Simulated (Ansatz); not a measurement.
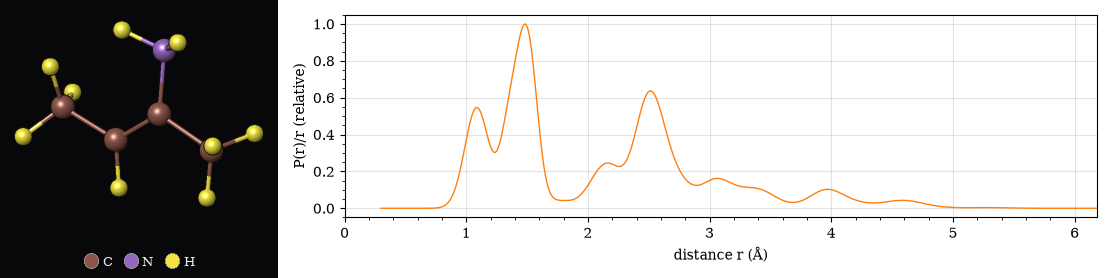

Simulated gas electron diffraction: radial distribution curve of C₄H₉N. Each pair of atoms contributes with weight ZᵢZⱼ/r; damping constant 0.0015 Å²; vibrational amplitudes assumed, not computed: 0.05 Å for bonds, 0.078 Å for bonds to H, 0.06 + 0.015 r up to 0.15 Å for other pairs. The geometry is the end point of an optimisation (RKS PBE0-D4/STO-3G (Ansatz)); it may be a saddle point or a higher isomer. SMILES: CC=C(C)N.

### Read the positions of the first 7 clear peaks and name the main pairs (– for bonds).

Peak 1, 1.09 Å: N–H 1.05 Å (×2), C–H 1.09–1.10 Å (×7), not resolved
Peak 2, 1.48 Å: C–C 1.34–1.53 Å (×3), N–C 1.45 Å, not resolved
Peak 3, 2.16 Å: C···H 2.05–2.23 Å (×10), not resolved
Peak 4, 2.51 Å: N···C 2.46–2.48 Å (×2), C···C 2.52–2.55 Å (×2), C···H 2.58–2.76 Å (×6), not resolved
Peak 5, 3.06 Å: N···C 3.04 Å, C···H 3.11–3.25 Å (×4), not resolved; in its flanks C···H 3.36–3.37 Å, N···H 3.42–3.45 Å, H···H 3.44–3.67 Å
Peak 6, 3.97 Å: C···H 3.91–4.26 Å (×3), C···C 3.95 Å, N···H 4.02 Å, not resolved
Peak 7, 4.58 Å: H···H 4.45–4.89 Å (×8), C···H 4.48–4.64 Å (×4), not resolved
